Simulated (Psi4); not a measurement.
**CHFGaN (SMILES N#[C][GaH][F]) at SVWN5/cc-pVDZ**

Aim: the vertical ionisation energy of CHFGaN at SVWN5/cc-pVDZ, from 2 runs. Input form: a Python script.

The results are computed with Psi4 1.11.

2 further runs of the same task are left out: 2 set aside as unsound or not needed.

## (1) The system as given

CHFGaN: 5 atoms, total charge 0, spin state singlet. As SMILES, `N#[C][GaH][F]`. The shape is that of a PBE0-D4/def2-TZVP optimisation.

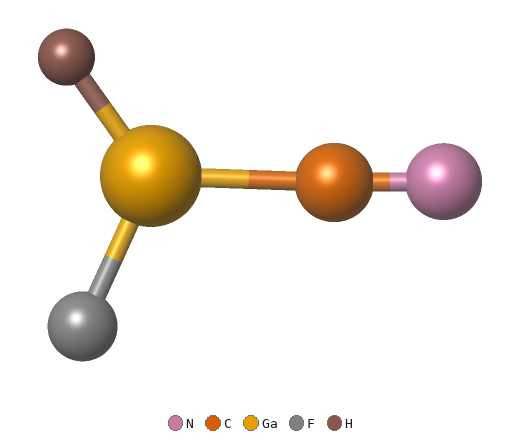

Viewed from a chosen angle; nitrogen pink, carbon orange, gallium amber, fluorine grey, hydrogen brown.

## (2) Energy and gradient at SVWN5/cc-pVDZ

File calc.py:

```python
import psi4

psi4.set_memory(2200000000)
psi4.set_num_threads(1)
psi4.set_output_file('psi4.out', False)

m = psi4.geometry("""
0 1
N      1.214000    -1.657200     1.266000
C      0.641000    -0.864700     0.656300
Ga    -0.259700     0.519000    -0.345500
F     -1.724700    -0.053500    -1.092600
H      0.179200     1.982700    -0.525600
symmetry c1
""")

options = {'basis': 'cc-pVDZ', 'puream': True, 'e_convergence': 1e-09, 'd_convergence': 1e-08, 'scf_type': 'pk', 'dft_radial_points': 99, 'dft_spherical_points': 590}
psi4.set_options(options)

e_tot = psi4.gradient("scf", dft_functional={"name": "SVWN5", "x_functionals": {"LDA_X": {}}, "c_functionals": {"LDA_C_VWN": {}}}, molecule=m)
print('gradient / Eh bohr^-1')
print(e_tot.np.round(6))
for k, v in sorted(psi4.core.scalar_variables().items()):
    print(f'{k:45s} {v:18.10f}')
```

Launch:

```sh
$ python calc.py
```

psi4.out, shortened:

```text
[...]
  Running in c1 symmetry.
[...]
  Nuclear repulsion =  224.030503645129642
[...]
  Multiplicity = 1
[...]
  Nalpha       = 27
  Nbeta        = 27
[...]
    Number of basis functions: 74
[...]
   @RKS iter   1: -2112.95733678369106   -3.06741e+00   1.53487e-02 DIIS/ADIIS
[...]
   @RKS iter  13: -2113.69364696810317    2.27374e-12   2.80668e-09 DIIS
[...]
    Orbital Energies [Eh]
    ---------------------
    Doubly Occupied:
       1A   -370.311538     2A    -45.350759     3A    -40.252530
       4A    -40.248474     5A    -40.248073     6A    -24.085053
       7A    -13.884026     8A     -9.825739     9A     -5.323558
      10A     -3.672891    11A     -3.663591    12A     -3.661733
      13A     -1.048969    14A     -0.836869    15A     -0.818419
      16A     -0.815881    17A     -0.813946    18A     -0.812328
      19A     -0.805527    20A     -0.503104    21A     -0.403913
      22A     -0.369389    23A     -0.354208    24A     -0.335071
      25A     -0.329770    26A     -0.323948    27A     -0.307781
[...]
  @RKS Final Energy: -2113.69364696810317
   => Energetics <=
    Nuclear Repulsion Energy =            224.0305036451296417
    One-Electron Energy =               -3393.2238802104875504
    Two-Electron Energy =                1149.1253279103411842
    DFT Exchange-Correlation Energy =     -93.6255983130865559
    Empirical Dispersion Energy =           0.0000000000000000
    VV10 Nonlocal Energy =                  0.0000000000000000
    Total Energy =                      -2113.6936469681031667
[...]
 Multipole Moments:
 ------------------------------------------------------------------------------------
     Multipole            Electronic (a.u.)      Nuclear  (a.u.)        Total (a.u.)
 ------------------------------------------------------------------------------------
 L = 1.  Multiply by 2.5417464519 to convert [e a0] to [Debye]
 Dipole X            :         -1.9740673            2.0203330            0.0462657
 Dipole Y            :          2.4446711           -1.3013557            1.1433155
 Dipole Z            :         -2.0115668            1.6835789           -0.3279879
 Magnitude           :                                                    1.1903306
[...]
  -Total Gradient:
     Atom            X                  Y                   Z
    ------   -----------------  -----------------  -----------------
       1       -0.022564283624     0.031314559783    -0.024044985690
       2        0.025162984950    -0.034602679374     0.026716226475
       3       -0.006040616496     0.003388761519    -0.004877496058
       4        0.003433764351     0.001345959868     0.001749365366
       5       -0.000069773685    -0.001552188516     0.000440595986
[...]
```

Standard output:

```text
gradient / Eh bohr^-1
[[-2.2564e-02  3.1315e-02 -2.4045e-02]
 [ 2.5163e-02 -3.4603e-02  2.6716e-02]
 [-6.0410e-03  3.3890e-03 -4.8770e-03]
 [ 3.4340e-03  1.3460e-03  1.7490e-03]
 [-7.0000e-05 -1.5520e-03  4.4100e-04]]
CURRENT ENERGY                                  -2113.6936469681
CURRENT REFERENCE ENERGY                        -2113.6936469681
DD SOLVATION ENERGY                                 0.0000000000
DFT FUNCTIONAL TOTAL ENERGY                     -2113.6936469681
DFT TOTAL ENERGY                                -2113.6936469681
DFT VV10 ENERGY                                     0.0000000000
DFT XC ENERGY                                     -93.6255983131
GRID ELECTRONS ALPHA                               26.9999991372
GRID ELECTRONS BETA                                26.9999991372
GRID ELECTRONS TOTAL                               53.9999982744
NUCLEAR REPULSION ENERGY                          224.0305036451
ONE-ELECTRON ENERGY                             -3393.2238802105
PCM POLARIZATION ENERGY                             0.0000000000
PE ENERGY                                           0.0000000000
SCF ITERATION ENERGY                            -2113.6936469681
SCF ITERATIONS                                     13.0000000000
SCF TOTAL ENERGY                                -2113.6936469681
TWO-ELECTRON ENERGY                              1149.1253279103
XC GRID RADIAL POINTS                              99.0000000000
XC GRID SPHERICAL POINTS                          590.0000000000
XC GRID TOTAL POINTS                           280177.0000000000
```

It took 36 s on 1 thread of AMD EPYC 7R43 (Zen 3), shared host; peak memory 0.6 GiB.

## (3) The doublet cation, same level

File chfgan.py:

```python
import psi4

psi4.set_memory(2200000000)
psi4.set_num_threads(1)
psi4.set_output_file('psi4.out', False)

geom = psi4.geometry("""
1 2
N      1.214000    -1.657200     1.266000
C      0.641000    -0.864700     0.656300
Ga    -0.259700     0.519000    -0.345500
F     -1.724700    -0.053500    -1.092600
H      0.179200     1.982700    -0.525600
symmetry c1
""")

psi4.set_options({
    'basis': 'cc-pVDZ',
    'reference': 'uks',
    'puream': True,
    'e_convergence': 1e-09,
    'd_convergence': 1e-08,
    'scf_type': 'pk',
    'dft_radial_points': 99,
    'dft_spherical_points': 590,
    'maxiter': 100,
})

E = psi4.gradient("scf", dft_functional={"name": "SVWN5", "x_functionals": {"LDA_X": {}}, "c_functionals": {"LDA_C_VWN": {}}})
print('gradient / Eh bohr^-1')
print(E.np.round(6))
for k, v in sorted(psi4.core.scalar_variables().items()):
    print(f'{k:45s} {v:18.10f}')
```

Launch:

```sh
$ python chfgan.py
```

psi4.out, shortened:

```text
[...]
  Running in c1 symmetry.
[...]
  Nuclear repulsion =  224.030503645129642
[...]
  Multiplicity = 2
[...]
  Nalpha       = 27
  Nbeta        = 26
[...]
    Number of basis functions: 74
[...]
   @UKS iter   1: -2112.23903659920597   -2.34911e+00   1.84471e-02 ADIIS/DIIS
[...]
   @UKS iter  20: -2113.26012396393617   -1.18234e-11   5.70605e-09 DIIS
[...]
   @S^2 Observed:                7.535087367E-01
[...]
  @UKS Final Energy: -2113.26012396393617
   => Energetics <=
    Nuclear Repulsion Energy =            224.0305036451296417
    One-Electron Energy =               -3378.9100894547336793
    Two-Electron Energy =                1134.8556271950619703
    DFT Exchange-Correlation Energy =     -93.2361653493941844
    Empirical Dispersion Energy =           0.0000000000000000
    VV10 Nonlocal Energy =                  0.0000000000000000
    Total Energy =                      -2113.2601239639361665
[...]
 Multipole Moments:
 ------------------------------------------------------------------------------------
     Multipole            Electronic (a.u.)      Nuclear  (a.u.)        Total (a.u.)
 ------------------------------------------------------------------------------------
 L = 1.  Multiply by 2.5417464519 to convert [e a0] to [Debye]
 Dipole X            :         -1.2561104            2.0203330            0.7642227
 Dipole Y            :          2.1586564           -1.3013557            0.8573008
 Dipole Z            :         -1.4684175            1.6835789            0.2151614
 Magnitude           :                                                    1.1684585
[...]
  -Total Gradient:
     Atom            X                  Y                   Z
    ------   -----------------  -----------------  -----------------
       1       -0.019995047005     0.031449214583    -0.022462761037
       2        0.015863655737    -0.031597001596     0.019898094693
       3        0.006938774885     0.012802773399     0.000384343421
       4        0.002670647711     0.000142141465     0.001643368679
       5       -0.005556377102    -0.012905533463     0.000521274361
[...]
```

On the terminal:

```text
gradient / Eh bohr^-1
[[-0.019995  0.031449 -0.022463]
 [ 0.015864 -0.031597  0.019898]
 [ 0.006939  0.012803  0.000384]
 [ 0.002671  0.000142  0.001643]
 [-0.005556 -0.012906  0.000521]]
CURRENT ENERGY                                  -2113.2601239639
CURRENT REFERENCE ENERGY                        -2113.2601239639
DD SOLVATION ENERGY                                 0.0000000000
DFT FUNCTIONAL TOTAL ENERGY                     -2113.2601239639
DFT TOTAL ENERGY                                -2113.2601239639
DFT VV10 ENERGY                                     0.0000000000
DFT XC ENERGY                                     -93.2361653494
GRID ELECTRONS ALPHA                               26.9999990970
GRID ELECTRONS BETA                                25.9999992380
GRID ELECTRONS TOTAL                               52.9999983350
NUCLEAR REPULSION ENERGY                          224.0305036451
ONE-ELECTRON ENERGY                             -3378.9100894547
PCM POLARIZATION ENERGY                             0.0000000000
PE ENERGY                                           0.0000000000
SCF ITERATION ENERGY                            -2113.2601239639
SCF ITERATIONS                                     20.0000000000
SCF TOTAL ENERGY                                -2113.2601239639
TWO-ELECTRON ENERGY                              1134.8556271951
XC GRID RADIAL POINTS                              99.0000000000
XC GRID SPHERICAL POINTS                          590.0000000000
XC GRID TOTAL POINTS                           280177.0000000000
```

Wall time 44 s (1 thread of AMD EPYC 7R43 (Zen 3), shared host); peak memory 0.6 GiB.

## (4) Results

At SVWN5/cc-pVDZ:

| quantity | value |
| --- | --- |
| singlet CHFGaN: total energy | -2113.69365 Eh |
| singlet CHFGaN: dipole moment | 3.03 D |
| singlet CHFGaN: HOMO energy | -8.38 eV |
| singlet CHFGaN: LUMO energy | -3.48 eV |
| singlet CHFGaN: HOMO–LUMO gap | 4.90 eV |
| singlet CHFGaN: largest force on an atom | 2.594 eV/Å |
| doublet cation: total energy | -2113.26012 Eh |
| doublet cation: HOMO energy (highest over α and β) | -15.66 eV |
| doublet cation: LUMO energy (lowest over α and β) | -15.21 eV |
| doublet cation: ⟨S²⟩ | 0.754 |
| doublet cation: largest force on an atom | 2.238 eV/Å |
| vertical ionisation energy (to the doublet cation) | 11.797 eV |

Removing an electron at fixed nuclei costs 11.80 eV (1138 kJ/mol). The largest force (singlet CHFGaN) is 2.59 eV/Å: the shape isn't a stationary point for this species at this level. −ε(HOMO) before ionisation, 8.38 eV, is 3.42 eV below this ionisation energy.
